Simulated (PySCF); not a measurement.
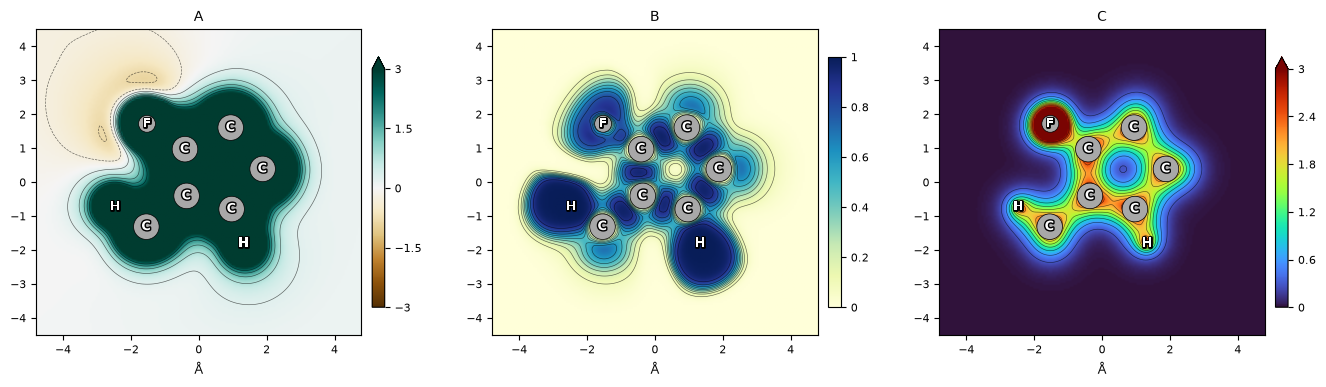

C6H8F (doublet): 3 fields on the plane of atoms C2, C1 and H10, with unlabelled colour scales. Grey discs cover the atomic cores.

Geometry: GFN2-xTB.

Method: UKS B3LYP, pcH-1 on C F H, non-relativistic, mean-field spin-orbit, GIAO (PySCF 2.14.0, density-fitted response routines).

```xyz
15

C     2.2158    0.1772    0.0135
C     0.7290    0.0381    0.0158
C    -0.1574    0.9270   -0.5542
F     0.1733    2.0601   -1.2024
C    -1.5820    0.5226   -0.3924
C    -1.4654   -0.7985    0.3889
C     0.0048   -0.9932    0.5829
H     2.5930    0.2147    1.0339
H     2.6740   -0.6762   -0.4834
H     2.5108    1.0858   -0.5049
H    -2.1520    1.2798    0.1536
H    -2.0729    0.3918   -1.3610
H    -1.9870   -0.7483    1.3492
H    -1.9051   -1.6349   -0.1624
H     0.4165   -1.8379    1.1008
```

Which field does each panel show? The fields are: electron density, electron localisation function and electrostatic potential.

Answer. Panel A: electrostatic potential (strongly positive close to the atoms, with negative regions outside electron-rich atoms). Panel B: electron localisation function. Panel C: electron density. From the grid: C–F (1.35 Å): ρ is about 2.2 e/Å³ halfway, with its minimum of 1.7 e/Å³ about 0.5 Å from C; the ELF peaks at about 0.85 between the atoms (a shared but strongly polarised pair). C–C (1.38 Å): ρ is about 2.2 e/Å³ halfway; the ELF peaks at about 0.95 between the atoms (a covalent bond).
